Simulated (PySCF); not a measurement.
```yaml
atoms:
  - { symbol: C, position_ang: [2.2459, 0.3750, -0.2909] }
  - { symbol: O, position_ang: [0.9693, 0.0465, 0.2040] }
  - { symbol: C, position_ang: [-0.0747, 0.3766, -0.5946] }
  - { symbol: C, position_ang: [-1.3416, 0.1280, -0.2736] }
  - { symbol: C, position_ang: [-1.7523, -0.5768, 0.9653] }
  - { symbol: Cl, position_ang: [-2.3986, -2.2106, 0.5594] }
  - { symbol: H, position_ang: [2.9608, 0.0451, 0.4605] }
  - { symbol: H, position_ang: [2.4512, -0.1390, -1.2353] }
  - { symbol: H, position_ang: [2.3501, 1.4548, -0.4410] }
  - { symbol: H, position_ang: [0.1732, 0.8851, -1.5203] }
  - { symbol: H, position_ang: [-2.1209, 0.4117, -0.9613] }
  - { symbol: H, position_ang: [-2.5621, -0.0617, 1.4813] }
  - { symbol: H, position_ang: [-0.9047, -0.7342, 1.6289] }
```

Geometry: GFN2-xTB.

Level of theory: PySCF, PBE0/pcSseg-1, SCF density, gas phase, non-relativistic.

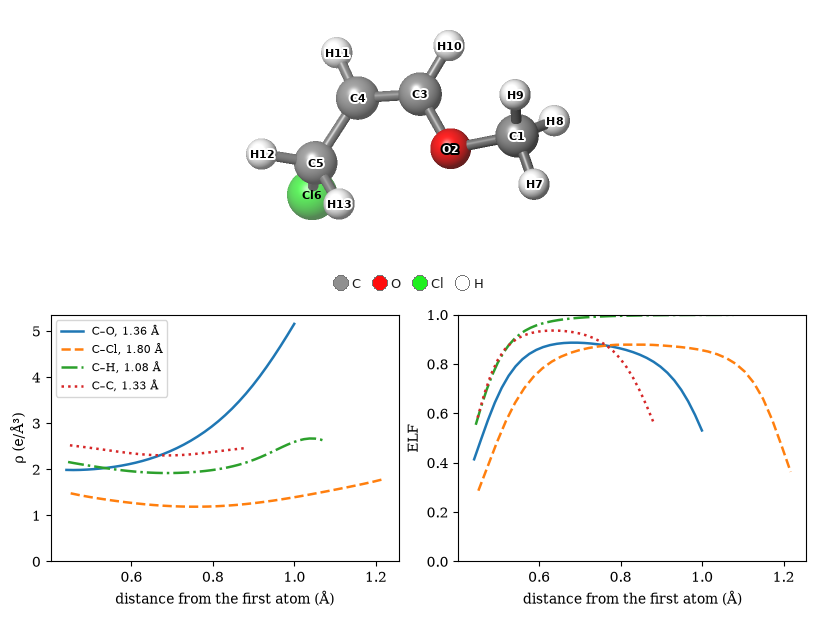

C$_{4}$H$_{7}$ClO. Electron density and electron localisation function along straight lines between neighbouring atoms. The curves leave out the atomic cores. The structure is drawn too.

What can be read from the curves?

Answer. C–O (1.36 Å): the density is about 2.3 e/Å³ at the midpoint, with its minimum of 2 e/Å³ about 0.5 Å from C; the ELF peaks at about 0.90 between the atoms; a polar covalent bond.
C–Cl (1.80 Å): ρ is about 1.3 e/Å³ halfway; the ELF peaks at about 0.90 between the atoms: localised, covalent bonding.
C–H (1.08 Å): ρ is about 2 e/Å³ halfway; the ELF climbs to about 1 towards the hydrogen, as it does in any bond to H (a covalent bond by its length).
C–C (1.33 Å): ρ at the midpoint is about 2.3 e/Å³; the ELF peaks at about 0.95 between the atoms; a short, multiple covalent bond.
